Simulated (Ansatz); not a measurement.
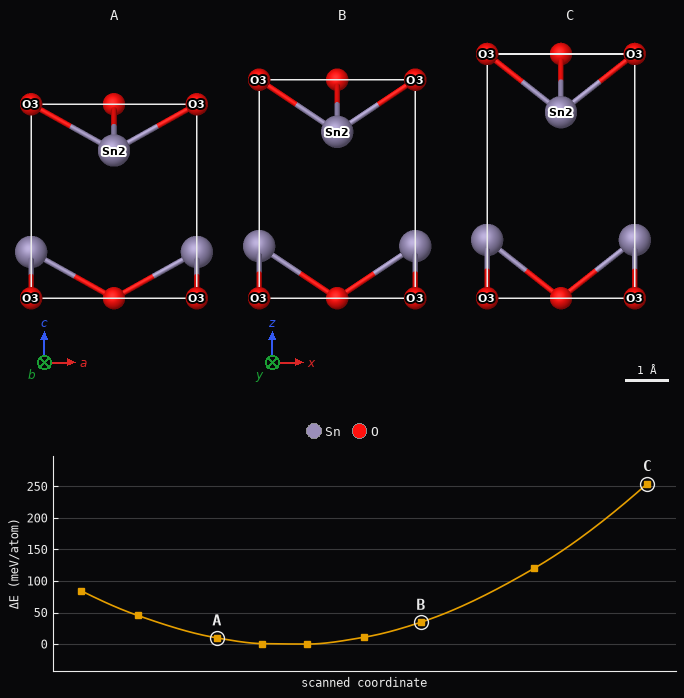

A scan of crystalline SnO (P4/nmm) along one coordinate. x, y and z are the Cartesian axes of the input. Style: ball-and-stick. Shown: the cell of the calculation, along the b axis.

Computed with DFT PBE+D3(BJ), scalar-relativistic, plane waves, PAW in Ansatz 0.2.0. (plane-wave cutoff 650 eV; k-point mesh 14 × 14 × 12; occupations gaussian; smearing width 0.15 eV; no spin polarisation). Energies (free energies at the smearing named) are counted from the cell as listed in its source, which wasn't relaxed.

Which coordinate changes from frame to frame?

The ratio of the cell's length along z to its lengths across, counted as 1 for the reference, is changed at fixed volume (a c/a path), with the atoms kept at their fractional coordinates. In the frames the relative ratio is 0.92 (A), 1.10 (B), 1.30 (C). The lowest computed point lies at the relative ratio 1.00 (0.0 meV/atom). The unrelaxed reference is under a pressure of 2.0 GPa. The distortion keeps the space group P4/nmm. At the relative ratio 1.30 the cell of the drawing goes a 3.802 → 3.484 Å, b 3.802 → 3.484 Å, c 4.836 → 5.760 Å.
